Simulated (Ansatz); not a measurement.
# How BaZrO3 absorbs and reflects light

What colour and refractive index does BaZrO3 have at this level of theory?

Program: Ansatz 0.2.0. Level of theory: DFT, PBE, plane-wave PAW, default files, scalar-relativistic, independent-particle optical response without local fields. Results are calculated unless marked as measured.

**1. Starting point**

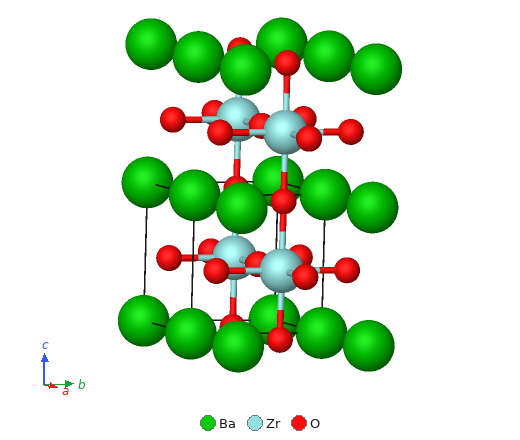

The cell as given, slightly off an axis (barium green, zirconium light teal, oxygen red). 2×1×2 cells are drawn. Some periodic images of atoms are drawn too.

**2. Ground state and bands**

The self-consistent density comes first; it also tells whether there is a gap, which decides the occupations and the need for a Drude term.

This step: DFT, PBE, plane-wave PAW, default files, scalar-relativistic, ground state (Ansatz 0.2.0).

The input, input.yaml:

```yaml
crystal:
  lattice:
    - [4.19134, 0.0, 0.0]
    - [0.0, 4.19134, 0.0]
    - [0.0, 0.0, 4.19134]
  atoms:
    - { symbol: Ba, position: [0.0, 0.0, 0.0] }
    - { symbol: Zr, position: [0.5, 0.5, 0.5] }
    - { symbol: O, position: [0.5, 0.5, 0.0] }
    - { symbol: O, position: [0.5, 0.0, 0.5] }
    - { symbol: O, position: [0.0, 0.5, 0.5] }
kpoints:
  mp_grid: { grid: [5, 5, 5] }
  band_path:
    path:
      - [[0.0, 0.0, 0.0], [0.0, 0.5, 0.0], [0.5, 0.5, 0.0], [0.0, 0.0, 0.0], [0.5, 0.5, 0.5], [0.0, 0.5, 0.0]]
      - [[0.5, 0.5, 0.0], [0.5, 0.5, 0.5]]
    npoints: 10
scf:
  occupations: { method: fermi_dirac, width: 0.05 }
  n_extra_bands: 9
hamiltonian:
  xc: pbe
  pseudopotentials: { kind: paw }
output:
  forces: true
  stress: true
  populations: true
  write_bands: true
  write_density: true
  write_potential: true
  elf: true
  volumetric_format: npy
```

Run with:

```
$ ansatz run input.yaml --threads 4 --pin off --max-ram 8192MiB --backend cpu --events-out ev --progress --plain --runs-dir out
```

The runs that follow: spectrum; static response with local fields. Settings of the main run: response mesh 8×8×8, line width 0.1 eV, cutoff 420 eV, fixed occupations.

**Question.** What will these runs give for the gap on the path; least direct gap on the path; and electronic dielectric constant ε∞, mean over x, y and z?

Light drives vertical transitions, so the absorption sets in only above the least direct gap, 3.43 eV, apart from the broadening. At this level (PBE, independent particles) BaZrO3 has ε∞ = 4.99 (4.86 with local fields) and n = 2.24 at 1550 nm; absorption sets in near 3.5 eV, and Im ε peaks at 6.3 eV. The gap is indirect (3.24 eV), so absorption without phonons can begin only at the direct gap of 3.44 eV.

- gap on the path: 3.24 eV
- least direct gap on the path: 3.44 eV
- electronic dielectric constant ε∞, mean over x, y and z (by symmetry where fewer were run) (independent particles): 4.99
- absorption onset, first axis (α over 10⁴ cm⁻¹, or the direct gap if that lies higher): 3.49 eV
- main peak of Im epsilon, first axis: 6.29 eV
- photocurrent from vertical transitions in a film 500 nm thick on a perfect mirror (two passes), AM1.5G, no front reflection, all carriers collected: 0.445 mA/cm²
- electronic dielectric constant ε∞, mean over x, y and z (by symmetry where fewer were run) (static response with local fields): 4.86

The absorption coefficient passes 10⁴ cm⁻¹ at 3.49 eV, in the ultraviolet, so the visible is passed. Distinct maxima of Im ε, read by a parabola through the highest points, lie at 6.29 eV (9.5), 7.99 eV (8.0), 9.38 eV (7.2) and 19.00 eV (4.7). The f-sum over the summed bands holds 30.0 of the cell's 40 electrons outside the frozen cores, 16 of which lie in bands more than 12 eV below the Fermi level, whose transitions come at higher energies. Up to 22 eV the strength has a mean oscillator energy of 10.1 eV, well above the main peak, so higher transitions carry much of it. A film 1 µm thick would pass 72 % of daylight and look colourless, dimmed by reflection in transmission (x = 0.315, y = 0.331). With local fields and the functional's kernel the static response is 4.86 against 4.99 for independent particles (-2 %). In the base spectrum excitons and phonon-assisted transitions are missing, and so are local fields; PBE gaps are as a rule too small, which pulls the onset down and ε∞ up. In the base run ε includes the program's bounded estimate of what the bands above those summed add. Spin-orbit coupling is left out although heavy atoms are present.

[Logs are printed without paths, hosts, clocks, repeated set-up lines and the standing remarks that a program may print on its own settings, such as how far it seeks lower states.]

[Hosts, paths, dates, database ids (printed as entryN), source tags and the programs' standing remarks are cut or masked in the printed files.]
